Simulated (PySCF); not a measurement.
System: C₅H₈O₂Si.

```json
{"atom": "C", "x (Å)": "-4.7398", "y (Å)": "0.0471", "z (Å)": "0.0288"}
{"atom": "C", "x (Å)": "-3.5388", "y (Å)": "0.0235", "z (Å)": "0.0440"}
{"atom": "C", "x (Å)": "-2.1326", "y (Å)": "-0.0172", "z (Å)": "0.0235"}
{"atom": "C", "x (Å)": "-1.3891", "y (Å)": "0.2523", "z (Å)": "1.0967"}
{"atom": "O", "x (Å)": "-0.0561", "y (Å)": "0.2357", "z (Å)": "1.1505"}
{"atom": "Si", "x (Å)": "1.0496", "y (Å)": "-0.1007", "z (Å)": "0.0158"}
{"atom": "O", "x (Å)": "2.3672", "y (Å)": "0.1222", "z (Å)": "0.9146"}
{"atom": "C", "x (Å)": "3.6843", "y (Å)": "-0.0268", "z (Å)": "0.4976"}
{"atom": "H", "x (Å)": "-5.7882", "y (Å)": "0.0721", "z (Å)": "0.0212"}
{"atom": "H", "x (Å)": "-1.6621", "y (Å)": "-0.2796", "z (Å)": "-0.9133"}
{"atom": "H", "x (Å)": "-1.8433", "y (Å)": "0.5169", "z (Å)": "2.0453"}
{"atom": "H", "x (Å)": "0.9337", "y (Å)": "-1.4784", "z (Å)": "-0.4699"}
{"atom": "H", "x (Å)": "0.9860", "y (Å)": "0.8383", "z (Å)": "-1.1071"}
{"atom": "H", "x (Å)": "3.8832", "y (Å)": "-1.0591", "z (Å)": "0.1994"}
{"atom": "H", "x (Å)": "3.9012", "y (Å)": "0.6239", "z (Å)": "-0.3530"}
{"atom": "H", "x (Å)": "4.3371", "y (Å)": "0.2387", "z (Å)": "1.3297"}
```

Geometry: GFN2-xTB.

All numbers below come from PBE0/pcSseg-1, SCF density, gas phase, non-relativistic (PySCF 2.14.0).

Predict the electron density and electron localisation function between the atoms.

Answer. C–C (1.20 Å): ρ at the midpoint is about 2.7 e/Å³; the ELF peaks at about 0.85 between the atoms (a short, multiple covalent bond).
C–O (1.33 Å): ρ at the midpoint is about 2.4 e/Å³; the ELF peaks at about 0.90 between the atoms: a polar covalent bond.
Si–O (1.61 Å): ρ is about 1.2 e/Å³ halfway; the ELF peaks at about 0.85 between the atoms, as expected for a polar covalent bond.
C–H (1.05 Å): ρ is about 2.2 e/Å³ halfway; the ELF climbs to about 1 towards the hydrogen, as it does in any bond to H (a covalent bond by its length).

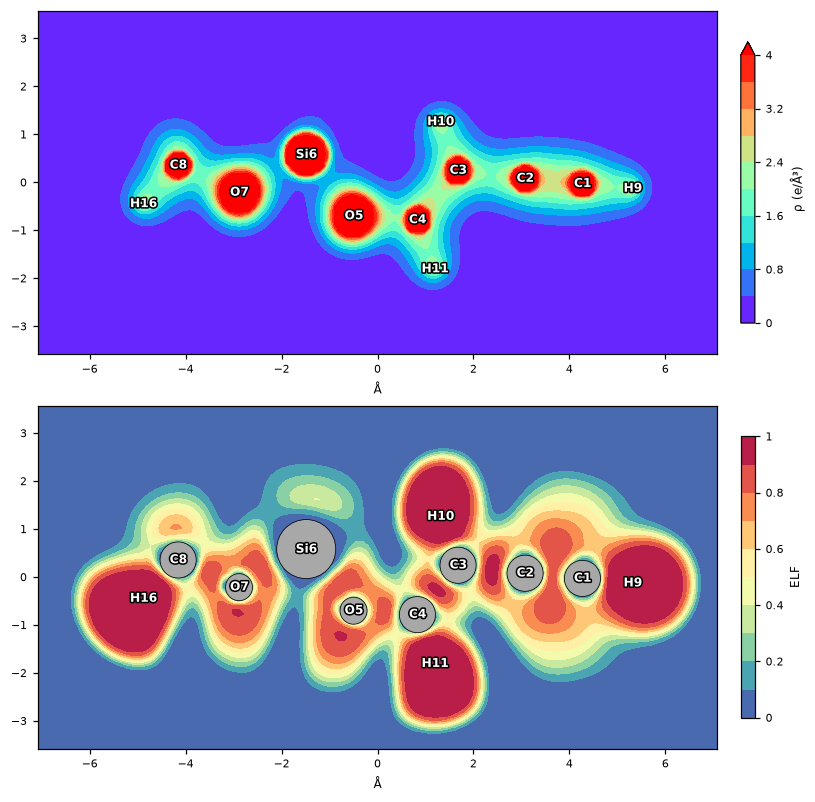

Computed electron density and electron localisation function on the plane of atoms C3, C4 and O5, in this order. Grey discs cover the atomic cores in the ELF map. 
